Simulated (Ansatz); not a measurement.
# GaH2Cl + SiH4: a complex and its separated parts, part 1 of 2

The complex below is one end of an elementary step. How strongly is it bound against its free parts?

Program: Ansatz 0.2.0, Gaussian basis. Level of theory: PBE0-D4/def2-TZVP structures, single points in def2-TZVPP, no counterpoise correction. These are calculated values, not measurements.

Levels: SPW92, PBE-D4, BLYP-D4, r2SCAN-D4, B97M-V, PBE0-D4, B3LYP-D4, r2SCAN0-D4, BHLYP-D4, CAM-B3LYP-D4, wB97X-V, wB97M-V, B2PLYP, PBE-QIDH, RPA on PBE, Hartree-Fock, MP2, CCSD, CCSD(T).

Correlated methods freeze the cores. Filled d shells of the heavier atoms are correlated. B3LYP uses VWN-RPA correlation. B2PLYP carries no dispersion term here.

94 further runs of the same task are left out: 94 set aside as unsound or not needed. Runs told in other sessions of the task aren't counted.

### Step 1. The starting structure

The complex: 9 atoms, charge 0, spin multiplicity 1.

Atoms are counted from 1 here; the program's logs count them from 0.

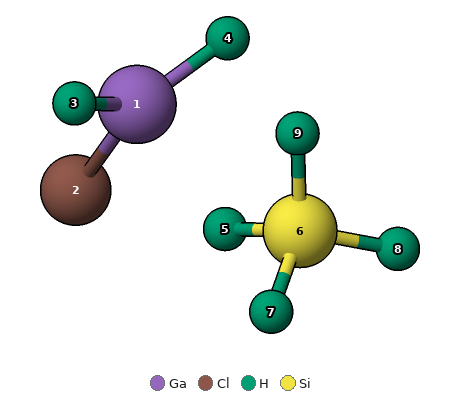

The starting geometry (gallium purple, chlorine brown, hydrogen teal, silicon yellow); atoms are numbered from 1 in the order of the file.

Coordinates:

```
Ga   -1.1770   -0.1677   -1.2691
Cl   -0.3834    0.7029   -3.0822
H    -0.9991   -1.7106   -1.1336
H    -2.0540    0.7849   -0.4001
H     0.6472    0.3010   -0.2497
Si    0.9268    0.0725    1.2112
H     2.1475   -0.7617    1.2903
H     1.1300    1.4024    1.8287
H    -0.2380   -0.6237    1.8046
```

Its parts: GaH2Cl holds atoms 1, 2, 3, 4; SiH4 holds atoms 5, 6, 7, 8, 9. Each part counts its atoms afresh in its own runs.

### Step 2. Relaxing GaH2Cl alone

File relax-a/in.yaml:

```yaml
crystal:
  periodic: [false, false, false]
  atoms:
    - {symbol: Ga, position_ang: [-1.177050, -0.167727, -1.269106]}
    - {symbol: Cl, position_ang: [-0.383364, 0.702920, -3.082184]}
    - {symbol: H, position_ang: [-0.999141, -1.710588, -1.133634]}
    - {symbol: H, position_ang: [-2.054038, 0.784888, -0.400102]}
basis:
  gaussian: {orbitals: def2-TZVP}
hamiltonian: {xc: pbe0, dispersion: d4}
relax: {f_tol: 0.005, max_steps: 200}
```

Launch:

```sh
> ansatz run in.yaml --threads 4 --pin off --events-out ev --progress --plain --max-ram 9574MiB
```

Log, cut to the lines that bear on the results:

```text
Functional definition: PBE0
  name "PBE0"
  cite "Adamo & Barone, J. Chem. Phys. 110, 6158 (1999) doi:10.1063/1.478522"
  cite "Perdew, Burke & Ernzerhof, Phys. Rev. Lett. 77, 3865 (1996) doi:10.1103/PhysRevLett.77.3865"
  parent pbe
[...]
769 factors; their error is unknown
[...]
mean field -64923.61642965 eV, -2385.8988969820 hartree, gradient 7.0e-5 eV, S^2 0.000000; 0 other end points of the search recorded, 0 dependent functions left out
[...]
reference -64923.61645528 eV, -2385.8988979238 hartree; 25, 25 occupied and 72, 72 virtual orbitals, 769 factors
[...]
769 factors; their error is unknown
[...]
mean field -64923.63795543 eV, -2385.8996880398 hartree, gradient 4.6e-5 eV, S^2 0.000000; 1 other end points of the search recorded, 0 dependent functions left out
[...]
reference -64923.63798101 eV, -2385.8996889799 hartree; 25, 25 occupied and 72, 72 virtual orbitals, 769 factors
Total energy: -64923.69049647 eV, -2385.9016188874 hartree
Atom 0 at    -1.236103    -0.182377    -1.302162 Å, force     0.001090     0.000856    -0.001326 eV/Å
Atom 1 at    -0.375736     0.699664    -3.062574 Å, force    -0.000088    -0.000028    -0.000033 eV/Å
Atom 2 at    -0.971335    -1.705882    -1.128639 Å, force    -0.000377    -0.000707     0.000594 eV/Å
Atom 3 at    -2.030419     0.798088    -0.391651 Å, force    -0.000625    -0.000121     0.000765 eV/Å
Dipole moment:    -0.162232    -0.166286     0.331835 e Å
```

Wall time 3.6 s (4 threads of Arm Neoverse V1, shared host).

Step by step:

| step | energy from step 1 (eV) | largest force component (eV/Å) |
| --- | --- | --- |
| 1 | 0.0000 | 0.3262 |
| 2 | -0.0194 | 0.1025 |
| 3 | -0.0214 | 0.0413 |
| 4 | -0.0216 | 0.0013 |

Close pairs (by a distance rule), those that changed most:

| bond | before (Å) | after (Å) | change (Å) |
| --- | --- | --- | --- |
| Ga1–Cl2 | 2.162 | 2.149 | -0.013 |
| Ga1–H4 | 1.559 | 1.556 | -0.003 |
| Ga1–H3 | 1.559 | 1.556 | -0.003 |

### Step 3. Relaxing SiH4 alone

File relax-b/in.yaml:

```yaml
crystal:
  periodic: [false, false, false]
  atoms:
    - {symbol: H, position_ang: [0.647241, 0.300986, -0.249722]}
    - {symbol: Si, position_ang: [0.926809, 0.072484, 1.211180]}
    - {symbol: H, position_ang: [2.147519, -0.761657, 1.290302]}
    - {symbol: H, position_ang: [1.130011, 1.402381, 1.828663]}
    - {symbol: H, position_ang: [-0.237987, -0.623687, 1.804603]}
basis:
  gaussian: {orbitals: def2-TZVP}
hamiltonian: {xc: pbe0, dispersion: d4}
relax: {f_tol: 0.005, max_steps: 200}
```

Launch:

```sh
> ansatz run in.yaml --threads 4 --pin off --events-out ev --progress --plain --max-ram 9574MiB
```

Log, cut to the lines that bear on the results:

```text
[... 5 set-up lines as earlier in the session ...]
[...]
444 factors; their error is unknown
[...]
mean field -7939.07033882 eV, -291.7554536565 hartree, gradient 2.0e-5 eV, S^2 0.000000; 0 other end points of the search recorded, 0 dependent functions left out
[...]
Atom 1 at     0.922734     0.078109     1.176999 Å, force    -0.000075    -0.000065     0.000023 eV/Å
Atom 2 at     2.144348    -0.754376     1.314818 Å, force     0.000386    -0.000353    -0.000129 eV/Å
Atom 3 at     1.137308     1.386201     1.845735 Å, force    -0.000025     0.000564     0.000167 eV/Å
Atom 4 at    -0.225204    -0.618949     1.809990 Å, force    -0.000477    -0.000335     0.000510 eV/Å
Dipole moment:     0.000015     0.000007    -0.000006 e Å
```

It took 1.2 s on 4 threads of Arm Neoverse V1, shared host.

Step by step:

| step | energy from step 1 (eV) | largest force component (eV/Å) |
| --- | --- | --- |
| 1 | 0.0000 | 0.7355 |
| 2 | -0.0140 | 0.1213 |
| 3 | -0.0145 | 0.0700 |
| 4 | -0.0150 | 0.0006 |

Distances of close pairs at the start and the end, largest changes first:

| bond | before (Å) | after (Å) | change (Å) |
| --- | --- | --- | --- |
| H1–Si2 | 1.505 | 1.485 | -0.020 |
| Si2–H4 | 1.480 | 1.485 | +0.004 |
| Si2–H3 | 1.481 | 1.485 | +0.004 |
| Si2–H5 | 1.481 | 1.485 | +0.004 |

### Step 4. SPW92/def2-TZVPP

File parta/in.yaml:

```yaml
crystal:
  periodic: [false, false, false]
  atoms:
    - {symbol: Ga, position_ang: [-1.236103, -0.182377, -1.302162]}
    - {symbol: Cl, position_ang: [-0.375736, 0.699664, -3.062574]}
    - {symbol: H, position_ang: [-0.971335, -1.705882, -1.128639]}
    - {symbol: H, position_ang: [-2.030419, 0.798088, -0.391651]}
basis:
  gaussian: {orbitals: def2-TZVPP}
hamiltonian: {xc: lda}
```

File partb/in.yaml:

```yaml
crystal:
  periodic: [false, false, false]
  atoms:
    - {symbol: H, position_ang: [0.634407, 0.299523, -0.262515]}
    - {symbol: Si, position_ang: [0.922734, 0.078109, 1.176999]}
    - {symbol: H, position_ang: [2.144348, -0.754376, 1.314818]}
    - {symbol: H, position_ang: [1.137308, 1.386201, 1.845735]}
    - {symbol: H, position_ang: [-0.225204, -0.618949, 1.809990]}
basis:
  gaussian: {orbitals: def2-TZVPP}
hamiltonian: {xc: lda}
```

One command serves all of them, each in its own folder.

Launch:

```sh
> ansatz run in.yaml --threads 4 --pin off --events-out ev --progress --plain --max-ram 9574MiB
```

Output in parta, cut to the lines that bear on the results:

```text
Functional definition: SPW92
  name "SPW92"
  cite "Dirac, Proc. Camb. Phil. Soc. 26, 376 (1930) doi:10.1017/S0305004100016108"
  cite "Slater, Phys. Rev. 81, 385 (1951) doi:10.1103/PhysRev.81.385"
  cite "Perdew & Wang, Phys. Rev. B 45, 13244 (1992) doi:10.1103/PhysRevB.45.13244"
[...]
780 factors; their error is unknown
[...]
mean field -64811.17660140 eV, -2381.7668095083 hartree, gradient 2.1e-5 eV, S^2 0.000000; 0 other end points of the search recorded, 0 dependent functions left out
reference -64811.17663371 eV, -2381.7668106953 hartree; 25, 25 occupied and 93, 93 virtual orbitals, 780 factors
Total energy: -64811.17663371 eV, -2381.7668106953 hartree
```

Log of partb, cut to the lines that bear on the results:

```text
[... 5 set-up lines as earlier in the session ...]
[...]
524 factors; their error is unknown
[...]
mean field -7909.52602356 eV, -290.6697200965 hartree, gradient 2.2e-5 eV, S^2 0.000000; 0 other end points of the search recorded, 0 dependent functions left out
reference -7909.52605565 eV, -290.6697212758 hartree; 9, 9 occupied and 89, 89 virtual orbitals, 524 factors
Total energy: -7909.52605565 eV, -290.6697212758 hartree
```

Times: 0.35 s (parta), 0.2 s (partb) on 4 threads of Arm Neoverse V1, shared host.

### Step 5. PBE-D4/def2-TZVPP

Each input of step 4 (parta, partb) changes in the same lines:

```diff
-hamiltonian: {xc: lda}
+hamiltonian: {xc: pbe, dispersion: d4}
```

One command serves all of them, each in its own folder.

Launch:

```sh
> ansatz run in.yaml --threads 4 --pin off --events-out ev --progress --plain --max-ram 9574MiB
```

Output in parta, cut to the lines that bear on the results:

```text
Functional definition: PBE
  name "PBE"
[... 2 set-up lines as earlier in the session ...]
[...]
780 factors; their error is unknown
[...]
mean field -64921.48069945 eV, -2385.8204103447 hartree, gradient 8.3e-5 eV, S^2 0.000000; 0 other end points of the search recorded, 0 dependent functions left out
reference -64921.48073378 eV, -2385.8204116062 hartree; 25, 25 occupied and 93, 93 virtual orbitals, 780 factors
Total energy: -64921.54325436 eV, -2385.8227091953 hartree
```

partb printed, cut to the lines that bear on the results:

```text
[... 4 set-up lines as earlier in the session ...]
[...]
524 factors; their error is unknown
[...]
mean field -7938.15288838 eV, -291.7217379748 hartree, gradient 2.1e-5 eV, S^2 0.000000; 0 other end points of the search recorded, 0 dependent functions left out
reference -7938.15292268 eV, -291.7217392353 hartree; 9, 9 occupied and 89, 89 virtual orbitals, 524 factors
Total energy: -7938.19526358 eV, -291.7232952345 hartree
```

They took 0.5 s (parta), 0.3 s (partb) on 4 threads of Arm Neoverse V1, shared host.

### Step 6. BLYP-D4/def2-TZVPP

Each input of step 5 (parta, partb) changes in the same lines:

```diff
-hamiltonian: {xc: pbe, dispersion: d4}
+hamiltonian: {xc: {name: BLYP}, dispersion: d4}
```

Each run has its own folder and the same command.

Launch:

```sh
> ansatz run in.yaml --threads 4 --pin off --events-out ev --progress --plain --max-ram 9574MiB
```

parta printed, cut to the lines that bear on the results:

```text
Functional definition: BLYP
  name "BLYP"
  cite "Becke, Phys. Rev. A 38, 3098 (1988) doi:10.1103/PhysRevA.38.3098"
  cite "Lee, Yang & Parr, Phys. Rev. B 37, 785 (1988) doi:10.1103/PhysRevB.37.785"
[...]
780 factors; their error is unknown
[...]
mean field -64936.42805689 eV, -2386.3697155987 hartree, gradient 3.6e-5 eV, S^2 0.000000; 0 other end points of the search recorded, 0 dependent functions left out
reference -64936.42835388 eV, -2386.3697265132 hartree; 25, 25 occupied and 93, 93 virtual orbitals, 780 factors
Total energy: -64936.56363495 eV, -2386.3746980007 hartree
```

Log of partb, cut to the lines that bear on the results:

```text
[... 4 set-up lines as earlier in the session ...]
[...]
524 factors; their error is unknown
[...]
mean field -7942.32372799 eV, -291.8750135032 hartree, gradient 1.7e-5 eV, S^2 0.000000; 0 other end points of the search recorded, 0 dependent functions left out
reference -7942.32400948 eV, -291.8750238477 hartree; 9, 9 occupied and 89, 89 virtual orbitals, 524 factors
Total energy: -7942.42242438 eV, -291.8786405288 hartree
```

They took 0.6 s (parta), 0.3 s (partb) on 4 threads of Arm Neoverse V1, shared host.

### Step 7. r2SCAN-D4/def2-TZVPP

The same edit goes into each in.yaml of step 6 (parta, partb):

```diff
-hamiltonian: {xc: {name: BLYP}, dispersion: d4}
+hamiltonian: {xc: r2scan, dispersion: d4}
```

Each run has its own folder and the same command.

Launch:

```sh
> ansatz run in.yaml --threads 4 --pin off --events-out ev --progress --plain --max-ram 9574MiB
```

parta printed, cut to the lines that bear on the results:

```text
Functional definition: r2SCAN
  name "r2SCAN"
  cite "Furness, Kaplan, Ning, Perdew & Sun, J. Phys. Chem. Lett. 11, 8208 (2020) doi:10.1021/acs.jpclett.0c02405"
  cite "Furness, Kaplan, Ning, Perdew & Sun, J. Phys. Chem. Lett. 11, 9248 (2020) doi:10.1021/acs.jpclett.0c03077"
  parent r2scan
[...]
780 factors; their error is unknown
[...]
mean field -64933.58597367 eV, -2386.2652709670 hartree, gradient 6.8e-5 eV, S^2 0.000000; 0 other end points of the search recorded, 0 dependent functions left out
reference -64933.58598371 eV, -2386.2652713358 hartree; 25, 25 occupied and 93, 93 virtual orbitals, 780 factors
Total energy: -64933.59905950 eV, -2386.2657518625 hartree
```

Log of partb, cut to the lines that bear on the results:

```text
[... 5 set-up lines as earlier in the session ...]
[...]
524 factors; their error is unknown
[...]
mean field -7941.75742309 eV, -291.8542021821 hartree, gradient 1.3e-5 eV, S^2 0.000000; 0 other end points of the search recorded, 0 dependent functions left out
reference -7941.75743369 eV, -291.8542025716 hartree; 9, 9 occupied and 89, 89 virtual orbitals, 524 factors
Total energy: -7941.76700303 eV, -291.8545542384 hartree
```

Wall times: 1.4 s (parta), 0.7 s (partb) on 4 threads of Arm Neoverse V1, shared host.

### Step 8. B97M-V/def2-TZVPP

The same edit goes into each in.yaml of step 7 (parta, partb):

```diff
-hamiltonian: {xc: r2scan, dispersion: d4}
+hamiltonian: {xc: {name: B97M-V}}
```

Each run has its own folder and the same command.

Launch:

```sh
> ansatz run in.yaml --threads 4 --pin off --events-out ev --progress --plain --max-ram 9574MiB
```

Log of parta, cut to the lines that bear on the results:

```text
Functional definition: B97M-V
  name "B97M-V"
  cite "Mardirossian & Head-Gordon, J. Chem. Phys. 142, 074111 (2015) doi:10.1063/1.4907719"
  cite "Becke, J. Chem. Phys. 107, 8554 (1997) doi:10.1063/1.475007"
  cite "Vydrov & Van Voorhis, J. Chem. Phys. 133, 244103 (2010) doi:10.1063/1.3521275"
  # Of w^i u^j: cxij and so on, Table III.
[...]
  gx(w, u) = cx00 + cx01*u + cx02*u^2 + (cx10 + cx11*u)*w
[...]
  gos(w, u) = cos00 + cos01*u + cos03*u^3 + cos10*w + cos32*w^3*u^2
[...]
      + integral(e_c_pw_mod_opposite_spin*gos(b97_w_opposite, b97_u_opposite)) + vv10(b, c)
780 factors; their error is unknown
[...]
mean field -64921.55509461 eV, -2385.8231443162 hartree, gradient 3.2e-5 eV, S^2 0.000000; 0 other end points of the search recorded, 0 dependent functions left out
reference -64921.55514462 eV, -2385.8231461543 hartree; 25, 25 occupied and 93, 93 virtual orbitals, 780 factors
Total energy: -64921.55514462 eV, -2385.8231461543 hartree
```

Output in partb, cut to the lines that bear on the results:

```text
[... 5 set-up lines as earlier in the session ...]
  # Of w^i u^j: cxij and so on, Table III.
[...]
  gx(w, u) = cx00 + cx01*u + cx02*u^2 + (cx10 + cx11*u)*w
[...]
  gos(w, u) = cos00 + cos01*u + cos03*u^3 + cos10*w + cos32*w^3*u^2
[...]
      + integral(e_c_pw_mod_opposite_spin*gos(b97_w_opposite, b97_u_opposite)) + vv10(b, c)
524 factors; their error is unknown
[...]
mean field -7940.58581433 eV, -291.8111463542 hartree, gradient 3.8e-5 eV, S^2 0.000000; 0 other end points of the search recorded, 0 dependent functions left out
reference -7940.58586676 eV, -291.8111482810 hartree; 9, 9 occupied and 89, 89 virtual orbitals, 524 factors
Total energy: -7940.58586676 eV, -291.8111482810 hartree
```

They took 2 s (parta), 1.1 s (partb) on 4 threads of Arm Neoverse V1, shared host.

### Step 9. PBE0-D4/def2-TZVPP

The same edit goes into each in.yaml of step 8 (parta, partb):

```diff
-hamiltonian: {xc: {name: B97M-V}}
+hamiltonian: {xc: pbe0, dispersion: d4}
+output: {orbitals: {seedname: orbitals}}
```

Each run has its own folder and the same command.

Launch:

```sh
> ansatz run in.yaml --threads 4 --pin off --events-out ev --progress --plain --max-ram 9574MiB
```

Log of parta, cut to the lines that bear on the results:

```text
[... 5 set-up lines as earlier in the session ...]
[...]
856 factors; their error is unknown
[...]
mean field -64923.65088542 eV, -2385.9001632081 hartree, gradient 6.4e-5 eV, S^2 0.000000; 0 other end points of the search recorded, 0 dependent functions left out
reference -64923.65091100 eV, -2385.9001641481 hartree; 25, 25 occupied and 93, 93 virtual orbitals, 856 factors
Total energy: -64923.70342645 eV, -2385.9020940554 hartree
```

Output in partb, cut to the lines that bear on the results:

```text
[... 5 set-up lines as earlier in the session ...]
[...]
527 factors; their error is unknown
[...]
mean field -7939.10185221 eV, -291.7566117524 hartree, gradient 5.6e-5 eV, S^2 0.000000; 0 other end points of the search recorded, 0 dependent functions left out
reference -7939.10187811 eV, -291.7566127040 hartree; 9, 9 occupied and 89, 89 virtual orbitals, 527 factors
Total energy: -7939.13645948 eV, -291.7578835460 hartree
```

They took 0.75 s (parta), 0.3 s (partb) on 4 threads of Arm Neoverse V1, shared host.

### Step 10. B3LYP-D4/def2-TZVPP

The same edit goes into each in.yaml of step 9 (parta, partb):

```diff
-hamiltonian: {xc: pbe0, dispersion: d4}
-output: {orbitals: {seedname: orbitals}}
+hamiltonian: {xc: {name: B3LYP}, dispersion: d4}
```

One command serves all of them, each in its own folder.

Launch:

```sh
> ansatz run in.yaml --threads 4 --pin off --events-out ev --progress --plain --max-ram 9574MiB
```

Output in parta, cut to the lines that bear on the results:

```text
Functional definition: B3LYP
  name "B3LYP"
  cite "Stephens, Devlin, Chabalowski & Frisch, J. Phys. Chem. 98, 11623 (1994) doi:10.1021/j100096a001"
[... 2 set-up lines as earlier in the session ...]
  cite "Vosko, Wilk & Nusair, Can. J. Phys. 58, 1200 (1980) doi:10.1139/p80-159"
[...]
834 factors; their error is unknown
[...]
mean field -64936.62171626 eV, -2386.3768324496 hartree, gradient 5.1e-6 eV, S^2 0.000000; 0 other end points of the search recorded, 0 dependent functions left out
reference -64936.62193743 eV, -2386.3768405775 hartree; 25, 25 occupied and 93, 93 virtual orbitals, 834 factors
Total energy: -64936.72517445 eV, -2386.3806344678 hartree
```

Log of partb, cut to the lines that bear on the results:

```text
[... 6 set-up lines as earlier in the session ...]
[...]
527 factors; their error is unknown
[...]
mean field -7943.47010103 eV, -291.9171419355 hartree, gradient 4.1e-5 eV, S^2 0.000000; 0 other end points of the search recorded, 0 dependent functions left out
reference -7943.47031169 eV, -291.9171496770 hartree; 9, 9 occupied and 89, 89 virtual orbitals, 527 factors
Total energy: -7943.53897729 eV, -291.9196730913 hartree
```

Wall times: 0.85 s (parta), 0.3 s (partb) on 4 threads of Arm Neoverse V1, shared host.

### Step 11. r2SCAN0-D4/def2-TZVPP

Each input of step 10 (parta, partb) changes in the same lines:

```diff
-hamiltonian: {xc: {name: B3LYP}, dispersion: d4}
+hamiltonian: {xc: {name: r2SCAN0}, dispersion: d4}
```

Each run has its own folder and the same command.

Launch:

```sh
> ansatz run in.yaml --threads 4 --pin off --events-out ev --progress --plain --max-ram 9574MiB
```

Log of parta, cut to the lines that bear on the results:

```text
Functional definition: r2SCAN0
  name "r2SCAN0"
  cite "Bursch, Neugebauer, Ehlert & Grimme, J. Chem. Phys. 156, 134105 (2022) doi:10.1063/5.0086040"
[... 3 set-up lines as earlier in the session ...]
[...]
856 factors; their error is unknown
[...]
mean field -64932.79872602 eV, -2386.2363401496 hartree, gradient 4.3e-5 eV, S^2 0.000000; 0 other end points of the search recorded, 0 dependent functions left out
reference -64932.79873404 eV, -2386.2363404443 hartree; 25, 25 occupied and 93, 93 virtual orbitals, 856 factors
Total energy: -64932.81492922 eV, -2386.2369356061 hartree
```

partb printed, cut to the lines that bear on the results:

```text
[... 6 set-up lines as earlier in the session ...]
[...]
527 factors; their error is unknown
[...]
mean field -7941.68708490 eV, -291.8516173010 hartree, gradient 3.7e-6 eV, S^2 0.000000; 0 other end points of the search recorded, 0 dependent functions left out
reference -7941.68709335 eV, -291.8516176118 hartree; 9, 9 occupied and 89, 89 virtual orbitals, 527 factors
Total energy: -7941.69815697 eV, -291.8520241922 hartree
```

Times: 1.6 s (parta), 0.75 s (partb) on 4 threads of Arm Neoverse V1, shared host.

### Step 12. BHLYP-D4/def2-TZVPP

The same edit goes into each in.yaml of step 11 (parta, partb):

```diff
-hamiltonian: {xc: {name: r2SCAN0}, dispersion: d4}
+hamiltonian: {xc: {name: BHLYP}, dispersion: d4}
```

The same command starts each run, in its folder.

Launch:

```sh
> ansatz run in.yaml --threads 4 --pin off --events-out ev --progress --plain --max-ram 9574MiB
```

Log of parta, cut to the lines that bear on the results:

```text
Functional definition: BHLYP
  name "BHLYP"
  cite "Becke, J. Chem. Phys. 98, 1372 (1993) doi:10.1063/1.464304"
[... 2 set-up lines as earlier in the session ...]
[...]
915 factors; their error is unknown
[...]
mean field -64934.05168611 eV, -2386.2823855834 hartree, gradient 6.4e-5 eV, S^2 0.000000; 0 other end points of the search recorded, 0 dependent functions left out
reference -64934.05183603 eV, -2386.2823910930 hartree; 25, 25 occupied and 93, 93 virtual orbitals, 915 factors
Total energy: -64934.14461760 eV, -2386.2858007529 hartree
```

Output in partb, cut to the lines that bear on the results:

```text
[... 5 set-up lines as earlier in the session ...]
[...]
546 factors; their error is unknown
[...]
mean field -7942.64003007 eV, -291.8866373903 hartree, gradient 4.8e-6 eV, S^2 0.000000; 0 other end points of the search recorded, 0 dependent functions left out
reference -7942.64017268 eV, -291.8866426310 hartree; 9, 9 occupied and 89, 89 virtual orbitals, 546 factors
Total energy: -7942.68775586 eV, -291.8883912808 hartree
```

They took 0.8 s (parta), 0.3 s (partb) on 4 threads of Arm Neoverse V1, shared host.

(Continued in part 2 of 2.)
